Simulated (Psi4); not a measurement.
# Interaction calculation of GeBNH6 (part 1 of 2)

- system: GeBNH6, SMILES B.[NH2][GeH]
- method: TPSS/6-31G*, RKS, dispersion D3(BJ) (Psi4 1.11)

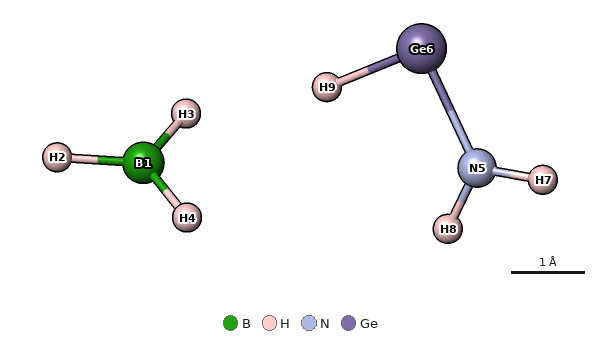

**Figure 1.** The structure as given in the input (ball-and-stick view, seen at a tilt; atoms are numbered from 1 in the order of the input). Sticks mark near contacts.

Input (input.dat):
```
memory 1600 mb

molecule molecule1 {
  0 1
  B      0.000030    -0.000030    -0.000050
  H      0.968320     0.396780     0.573850
  H     -0.290070    -1.156720     0.048050
  H     -0.678280     0.759980    -0.621850
  --
  0 1
  N     -3.898180    -1.465250    -1.956750
  Ge    -3.588750    -2.059410    -0.269300
  H     -4.831840    -1.330930    -2.310720
  H     -3.191820    -1.235000    -2.636750
  H     -1.999810    -2.009830    -0.463970
  symmetry c1
  no_reorient
  no_com
}

set {
  basis        6-31G*
  df_basis_scf def2-universal-jkfit
}

E = energy('tpss-d3bj2b', bsse_type='cp')
```

Run on 1 thread of AMD EPYC (Zen 3), 24 GiB of memory available, shared host.

Launch command:
```bash
psi4 input.dat output.dat -n 1
```

Log:
```
Psi4 1.11 release

  //>>>>>>>>>>>>>>>>>>>>>>>>>>>>>>>>>>>//
  //   ManyBody Setup: N-Body Levels 2 //
  //<<<<<<<<<<<<<<<<<<<<<<<<<<<<<<<<<<<//

    Model chemistry "(auto)" (§A):          3
        Number of 1-body computations:      2 (nocp: 0, cp: 2, vmfc_compute: 0)
        Number of 2-body computations:      1 (nocp: 0, cp: 1, vmfc_compute: 0)

    -----------------------------------------------------------------------
                               Psi4 1.11 release

    h
    h
    h

    -----------------------------------------------------------------------

    Memory:     1.5 GiB
    Threads:    1
                ecpint, einsums, f̶o̶r̶t̶e̶, gauxc, gcp, g̶d̶m̶a̶, geometric, g̶p̶u̶_̶d̶f̶c̶c̶,
                i̶n̶t̶e̶g̶r̶a̶t̶o̶r̶x̶x̶, i̶p̶i̶, libefp, m̶d̶i̶, m̶p̶2̶d̶, m̶r̶c̶c̶, ooo,
                o̶p̶e̶n̶f̶e̶r̶m̶i̶o̶n̶p̶s̶i̶4̶, pcmsolver, p̶s̶i̶4̶f̶o̶c̶k̶c̶i̶, p̶s̶i̶x̶a̶s̶,
                p̶y̶e̶i̶n̶s̶u̶m̶s̶, r̶e̶s̶p̶, s̶i̶m̶i̶n̶t̶, s̶n̶s̶m̶p̶2̶,
                v̶2̶r̶d̶m̶_̶c̶a̶s̶s̶c̶f̶

   => Loading Basis Set <=

    Name: 6-31G*
    Role: ORBITAL
    Keyword: BASIS

   => TPSS-D3(BJ): Empirical Dispersion <=

        s6 =       1.000000
        s8 =       1.943500
        a1 =       0.453500
        a2 =       4.475200

         ---------------------------------------------------------
                                   SCF
                              RKS Reference
                        1 Threads,   1525 MiB Core
         ---------------------------------------------------------

  ==> Geometry <==

    Molecular point group: c1
    Full point group: C1

    Geometry (in Bohr), charge = 0, multiplicity = 1:

       Center              X                  Y                   Z               Mass
    ------------   -----------------  -----------------  -----------------  -----------------
      Gh(B)           0.000056691784    -0.000056691784    -0.000094486306    11.009305360000
      Gh(H)           1.829859601803     0.749805532059     1.084419337094     1.007825032230
      Gh(H)          -0.548152857212    -2.185884003840     0.090801340328     1.007825032230
      Gh(H)          -1.281763436375     1.436154060825    -1.175126191116     1.007825032230
         N           -7.366492587737    -2.768921205327    -3.697721595990    14.003074004430
         GE          -6.781754632737    -3.891720880029    -0.508903245586    73.921177761000
         H           -9.130854282032    -2.515093192156    -4.366627952618     1.007825032230
         H           -6.031665641759    -2.333811764940    -4.982735361301     1.007825032230
         H           -3.779093202952    -3.798028258729    -0.876776230429     1.007825032230

  Running in c1 symmetry.

  Rotational constants: A =      0.33708  B =      0.01066  C =      0.01036 [cm^-1]
  Rotational constants: A =  10105.51970  B =    319.54536  C =    310.53219 [MHz]
  Nuclear repulsion =   98.834704102420346

  Charge       = 0
  Multiplicity = 1
  Electrons    = 42
  Nalpha       = 21
  Nbeta        = 21

  ==> Algorithm <==

  SCF Algorithm Type is DF.
  DIIS enabled.
  MOM disabled.
  Fractional occupation disabled.
  Guess Type is SAD.
  Energy threshold   = 1.00e-06
  Density threshold  = 1.00e-06
  Integral threshold = 1.00e-12

  ==> Primary Basis <==

  Basis Set: 6-31G*
    Blend: 6-31G*
    Number of shells: 36
    Number of basis functions: 77
    Number of Cartesian functions: 77
    Spherical Harmonics?: false
    Max angular momentum: 2

  ==> DFT Potential <==

   => LibXC <=

    Version 7.1.2

   => Composite Functional: TPSS-D3BJ2B <=

    TPSS Meta-GGA XC Functional

    Deriv               =              1
    GGA                 =           TRUE
    Meta                =           TRUE

    Exchange Hybrid     =          FALSE
    MP2 Hybrid          =          FALSE

   => Exchange Functionals <=

    1.0000   XC_MGGA_X_TPSS

   => Correlation Functionals <=

    1.0000   XC_MGGA_C_TPSS

   => LibXC Density Thresholds  <==

    XC_MGGA_C_TPSS:  1.00E-15
    XC_MGGA_X_TPSS:  1.00E-15

   => Molecular Quadrature <=

    Radial Scheme          =       TREUTLER
    Pruning Scheme         =           NONE
    Nuclear Scheme         =       TREUTLER

    Blocking Scheme        =         OCTREE
    BS radius alpha        =              1
    Pruning alpha          =              1
    Radial Points          =             75
    Spherical Points       =            302
    Total Points           =         195906
    Total Blocks           =           1494
    Max Points             =            256
    Max Functions          =             75
    Weights Tolerance      =       1.00E-15

   => Loading Basis Set <=

    Name: DEF2-UNIVERSAL-JKFIT
    Role: JKFIT
    Keyword: DF_BASIS_SCF

  ==> Integral Setup <==

  DFHelper Memory: AOs need 0.034 GiB; user supplied 0.391 GiB.
  SCF_SUBTYPE=INCORE selected. In-core MEM_DF algorithm will be used.
  Using in-core AOs.

  ==> MemDFJK: Density-Fitted J/K Matrices <==

    J tasked:                   Yes
    K tasked:                    No
    wK tasked:                   No
    Memory [MiB]:               400
    Algorithm:                 Core
    Schwarz Cutoff:           1E-12
    Mask sparsity (%):       5.1273
    Fitting Condition:        1E-10

   => Auxiliary Basis Set <=

  Basis Set: DEF2-UNIVERSAL-JKFIT
    Blend: DEF2-UNIVERSAL-JKFIT
    Number of shells: 146
    Number of basis functions: 673
    Number of Cartesian functions: 673
    Spherical Harmonics?: false
    Max angular momentum: 5

  Cached 100.0% of DFT collocation blocks in 0.727 [GiB].

  Minimum eigenvalue in the overlap matrix is 6.1002751445E-04.
  Reciprocal condition number of the overlap matrix is 9.9951137548E-05.
    Using symmetric orthogonalization.

  ==> Pre-Iterations <==

  SCF Guess: Superposition of Atomic Densities via on-the-fly atomic UHF (no occupation information).

   -------------------------
    Irrep   Nso     Nmo
   -------------------------
     A         77      77
   -------------------------
    Total      77      77
   -------------------------

  ==> Iterations <==

                           Total Energy        Delta E     RMS |[F,P]|

   @DF-RKS iter SAD: -2129.87393712772337   -2.12987e+03   0.00000e+00
   @DF-RKS iter   1: -2131.57834339696092   -1.70441e+00   3.92661e-02 DIIS/ADIIS
   @DF-RKS iter   2: -2123.05376904371724    8.52457e+00   1.02921e-01 ADIIS
   @DF-RKS iter   3: -2132.75569536021476   -9.70193e+00   2.28318e-02 DIIS/ADIIS
   @DF-RKS iter   4: -2133.20963690728877   -4.53942e-01   3.57307e-03 DIIS/ADIIS
   @DF-RKS iter   5: -2133.22360171268929   -1.39648e-02   2.85505e-03 DIIS/ADIIS
   @DF-RKS iter   6: -2133.24783015206140   -2.42284e-02   1.87325e-04 DIIS/ADIIS
   @DF-RKS iter   7: -2133.24796244543813   -1.32293e-04   5.46580e-05 DIIS
   @DF-RKS iter   8: -2133.24797606314905   -1.36177e-05   1.38946e-05 DIIS
   @DF-RKS iter   9: -2133.24797690605101   -8.42902e-07   1.81112e-06 DIIS
   @DF-RKS iter  10: -2133.24797691796448   -1.19135e-08   2.45075e-07 DIIS
  Energy and wave function converged.

  ==> Post-Iterations <==

   Electrons on quadrature grid:
      Ntotal   =   42.0000064530 ; deviation = 6.453e-06

    Orbital Energies [Eh]
    ---------------------

    Doubly Occupied:

       1A   -397.703995     2A    -49.300584     3A    -43.843367
       4A    -43.841102     5A    -43.839809     6A    -14.129167
       7A     -6.027148     8A     -4.219006     9A     -4.212931
      10A     -4.208062    11A     -1.074770    12A     -1.071891
      13A     -1.067930    14A     -1.066848    15A     -1.063403
      16A     -0.794146    17A     -0.476139    18A     -0.459074
      19A     -0.314105    20A     -0.246505    21A     -0.204569

    Virtual:

      22A     -0.082386    23A      0.002579    24A      0.068713
      25A      0.091194    26A      0.110701    27A      0.131416
      28A      0.153924    29A      0.187269    30A      0.220915
      31A      0.249246    32A      0.282542    33A      0.290590
      34A      0.318022    35A      0.401212    36A      0.424709
      37A      0.451396    38A      0.456004    39A      0.486736
      40A      0.501475    41A      0.620529    42A      0.662365
      43A      0.723053    44A      0.794352    45A      0.872405
      46A      0.880099    47A      0.968052    48A      1.006532
      49A      1.080092    50A      1.141098    51A      1.199337
      52A      1.634036    53A      1.636075    54A      1.695639
      55A      1.783502    56A      1.896597    57A      2.028830
      58A      2.067931    59A      2.068745    60A      2.119037
      61A      2.159279    62A      2.171971    63A      2.183902
      64A      2.359469    65A      2.598702    66A      3.109904
      67A      3.121776    68A      3.250966    69A      3.297306
      70A      3.312259    71A      3.318982    72A      3.331285
      73A      3.408235    74A      3.656276    75A      3.918911
      76A     16.603232    77A     86.520392

    Final Occupation by Irrep:
              A
    DOCC [    21 ]
    NA   [    21 ]
    NB   [    21 ]

  @DF-RKS Final Energy: -2133.24797691796448

   => Energetics <=

    Nuclear Repulsion Energy =             98.8347041024203463
    One-Electron Energy =               -3166.8687915975365286
    Two-Electron Energy =                1021.7458010990599178
    DFT Exchange-Correlation Energy =     -86.9565271359707310
    Empirical Dispersion Energy =          -0.0031633859375939
    VV10 Nonlocal Energy =                  0.0000000000000000
    Total Energy =                      -2133.2479769179644791

Computation Completed

Properties will be evaluated at   0.000000,   0.000000,   0.000000 [a0]

Properties computed using the SCF density matrix

 Multipole Moments:

 ------------------------------------------------------------------------------------
     Multipole            Electronic (a.u.)      Nuclear  (a.u.)        Total (a.u.)
 ------------------------------------------------------------------------------------

 L = 1.  Multiply by 2.5417464519 to convert [e a0] to [Debye]
 Dipole X            :        287.3768171         -287.5232095           -0.1463924
 Dipole Y            :        152.8239962         -152.5644498            0.2595464
 Dipole Z            :         51.6087850          -52.3950946           -0.7863095
 Magnitude           :                                                    0.8408792

 ------------------------------------------------------------------------------------

	total time  =         12 seconds =       0.20 minutes

    Psi4 run time: 0:00:12.86
```
